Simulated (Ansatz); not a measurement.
Take AlN in the zinc blende structure (space group F-43m, No. 216; a = 4.342 Å) as the base.

The change: the cell is scaled by 1.0050 in all directions; the atoms relax in the strained cell.

Computed with DFT with LDA, PAW potentials and a 420 eV plane-wave cutoff in Ansatz (a program for electronic structure), no spin-orbit coupling.

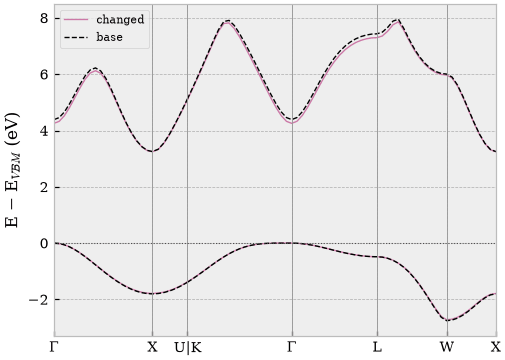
Figure: Highest valence and lowest conduction band along the path, each from its own valence-band maximum

Question: Read the changed gap and its character from the plot.

Answer: About 3.2 eV, indirect, Γ → X.

Stability against distortions was not tested. This is not the structure that AlN has at room temperature and ambient pressure.
